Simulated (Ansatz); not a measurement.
# BH₃ (singlet): from Hartree-Fock to the top rungs at distance B1–H2 = 1.090 Å, cc-pVDZ

Aim: climb from Hartree-Fock through coupled cluster and multireference methods for BH₃ (singlet) at one geometry and basis, and see what each rung misses.

Program: Ansatz 0.2.0, Gaussian basis. Level of theory: cc-pVDZ, core rule «outside noble gas», up to 1 orbitals frozen. These are calculated values, not measurements.

To be run: UHF; CCSD(T) on RHF; BCCD(T) on RHF; CISD; CCSDT(Q) on RHF; CCSDTQ on RHF; CASSCF and MRCISD+Q, 2 electrons in 2 orbitals; CASSCF and NEVPT2, 2 electrons in 2 orbitals; Full CI.

18 further runs of the same task are left out: 4 for a known fault of the program, 10 that didn't finish, 4 set aside as unsound or not needed.

## Step 1: What is computed

The geometry derives from a PBE0/def2-TZVP stationary point (not a proven minimum). One bond is set to the value named and the two fragments are kept rigid.

4 atoms, charge 0, spin multiplicity 1.

Atoms are counted from 1 here; the program's logs count them from 0.

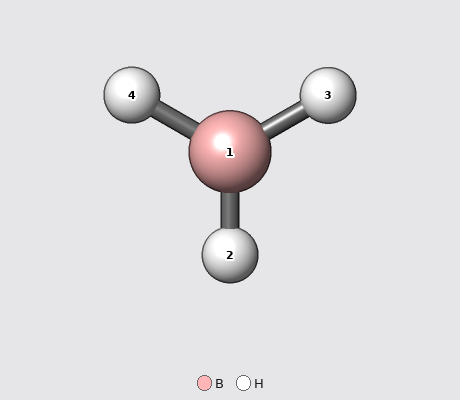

The geometry (boron pink, hydrogen white); atoms are numbered from 1 in the order of the file.

Geometry (Å):

```xyz
4

B     0.0075    0.0001    0.0000
H     1.0975    0.0134   -0.0002
H    -0.6018    1.0263   -0.0028
H    -0.5765   -1.0407    0.0031
```

## Step 2: UHF

File in.yaml:

```yaml
crystal:
  periodic: [false, false, false]
  atoms:
    - {symbol: B, position_ang: [0.007537, 0.000092, -0.000002]}
    - {symbol: H, position_ang: [1.097456, 0.013384, -0.000237]}
    - {symbol: H, position_ang: [-0.601756, 1.026305, -0.002839]}
    - {symbol: H, position_ang: [-0.576546, -1.040676, 0.003093]}
basis:
  gaussian: {orbitals: cc-pVDZ}
magnetization: {spin_polarized: true, initial_magnetization: 0}
hamiltonian: {xc: hf}
output: {orbitals: {seedname: orbitals}}
```

Run with:

```sh
ansatz run in.yaml --threads 1 --pin off --events-out ev --progress --plain --max-ram 2393MiB
```

Further steps of the session: CCSD(T) on RHF; BCCD(T) on RHF; CISD; CCSDT(Q) on RHF; CCSDTQ on RHF; CASSCF and MRCISD+Q, 2 electrons in 2 orbitals; CASSCF and NEVPT2, 2 electrons in 2 orbitals; Full CI.

Before running them: what should the planned runs give, taken together? Wanted: FCI below the RHF energy; RMP2 from FCI; RCCSD from FCI; RCCSD(T) from FCI; RCCSDT(Q) from FCI; NEVPT2 pair from FCI; MRCISD+Q pair from FCI; T1 diagnostic; effectively unpaired electrons.

**Answer**, as computed:

| quantity | value |
| --- | --- |
| FCI below the RHF energy | -3.1868 eV |
| RMP2 from FCI | +16.05 kcal/mol |
| RCCSD from FCI | +1.14 kcal/mol |
| RCCSD(T) from FCI | +0.23 kcal/mol |
| RCCSDT(Q) from FCI | 0.00 kcal/mol |
| NEVPT2 pair from FCI | +16.25 kcal/mol |
| MRCISD+Q pair from FCI | -0.44 kcal/mol |
| levels within 1 kcal/mol (43 meV) | RCCSD(T), BCCD(T), RCCSDT, RCCSDT(Q), RCCSDTQ, MRCISD+Q pair |
| T1 diagnostic | 0.005 |
| effectively unpaired electrons | 0.02 |

RCCSD(T) lands +0.23 kcal/mol from the yardstick (0.3 % of the correlation energy). MRCISD+Q pair falls below full CI: the +Q correction isn't variational, and the cores differ from full CI's. One determinant dominates. Of the multireference levels listed MRCISD+Q pair comes nearest in total energy (-0.44 kcal/mol), which doesn't show that its space is the better one. These misses are within one basis, not against nature.
